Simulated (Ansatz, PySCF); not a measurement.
Potential energy curve for Na₂, singlet.

RKS-PBE0 = restricted PBE0/aug-cc-pVDZ run with Ansatz (a program for electronic structure); UKS-PBE = unrestricted PBE/aug-cc-pVDZ run with Ansatz; RCCSD = CCSD on RHF/aug-cc-pVDZ, frozen core in Ansatz; RKS-LDA (SVWN5)/6-31G* = restricted LDA (SVWN5)/6-31G*, spherical d (PySCF).

Energies are in mEh, each relative to the lowest point of its own curve near equilibrium.

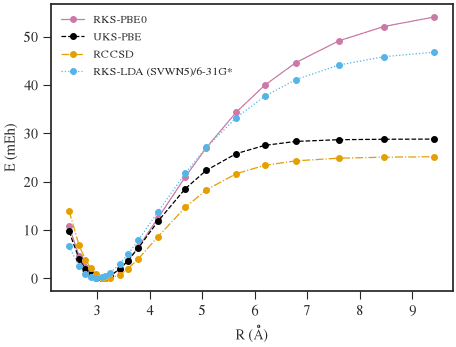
*Energy against bond length for each method.*

```
R / Å  RKS-PBE0  UKS-PBE  RCCSD  RKS-LDA (SVWN5)/6-31G*
-----  --------  -------  -----  ----------------------
2.47       10.8      9.7   14.0                     6.6
2.66        4.6      4.1    6.9                     2.5
2.78        2.3      2.0    3.9                     1.0
2.88        1.0      0.8    2.1                     0.3
2.99        0.2      0.2    0.9                     0.0
3.10        0.0      0.0    0.2                     0.2
3.15        0.1      0.1    0.0                     0.4
3.24        0.4      0.4    0.0                     1.0
3.44        2.0      2.0    0.8                     3.1
3.59        3.7      3.7    2.0                     5.0
3.79        6.5      6.3    4.1                     7.9
4.16       12.5     11.8    8.6                    13.8
4.68       21.0     18.6   14.7                    21.7
5.08       27.0     22.4   18.3                    27.1
5.65       34.4     25.8   21.7                    33.3
6.19       40.0     27.5   23.4                    37.7
6.78       44.6     28.3   24.3                    41.1
7.60       49.1     28.7   24.9                    44.1
8.46       52.1     28.8   25.1                    45.9
9.42       54.1     28.8   25.2                    46.8
```

At the longest distance, 9.42 Å, RKS-PBE0 lies highest above its minimum (54.1 mEh) and RCCSD lowest (25.2 mEh).

The restricted form behind RKS-PBE0, RKS-LDA (SVWN5)/6-31G* keeps the bonding electrons paired and can't separate into open-shell fragments. The unrestricted determinant behind UKS-PBE is spin-contaminated at 4.16 to 9.42 Å (<S²> up to 1.0, against 0.00 for a pure singlet). With two correlated electrons CCSD is exact in the basis where it finds the lowest root (RCCSD).
